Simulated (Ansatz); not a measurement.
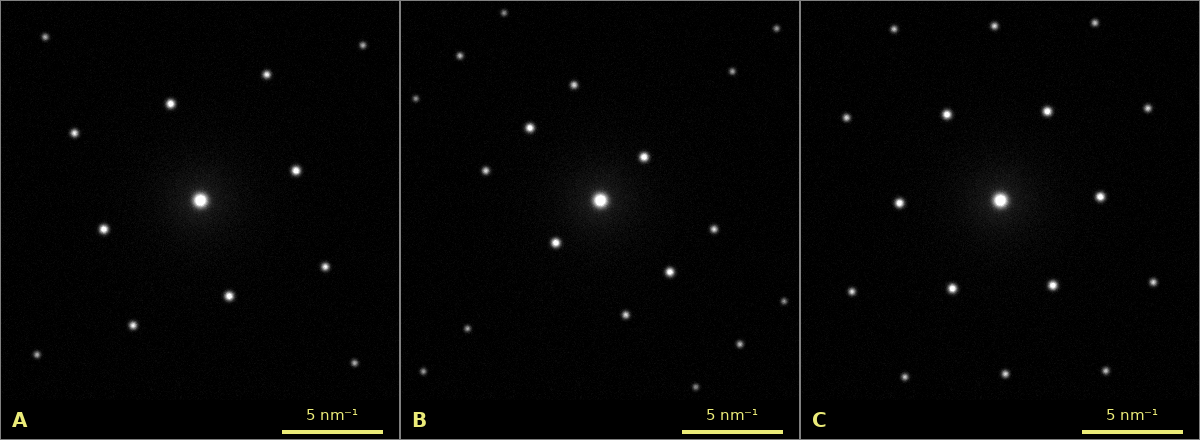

Simulated selected-area electron diffraction patterns (300 kV, kinematic approximation, thin crystal, B = 0.5 Å² for all atoms).

All three come from Ge, space group Fd-3m (No. 227), a = 5.630 Å. Structure: the input geometry of an electronic-structure calculation (not necessarily at equilibrium).

> Assign the zone axes [001], [111], [211] to A, B and C.

A is [001]: square net of 2 -2 0 at d = 1.99 Å and 2 2 0 at d = 1.99 Å, at 90.0°. B is [211]: rectangular net of -1 1 1 at d = 3.25 Å and 0 -2 2 at d = 1.99 Å, at 90.0°. C is [111]: hexagonal net of -2 2 0 at d = 1.99 Å and -2 0 2 at d = 1.99 Å, at 60.0°.
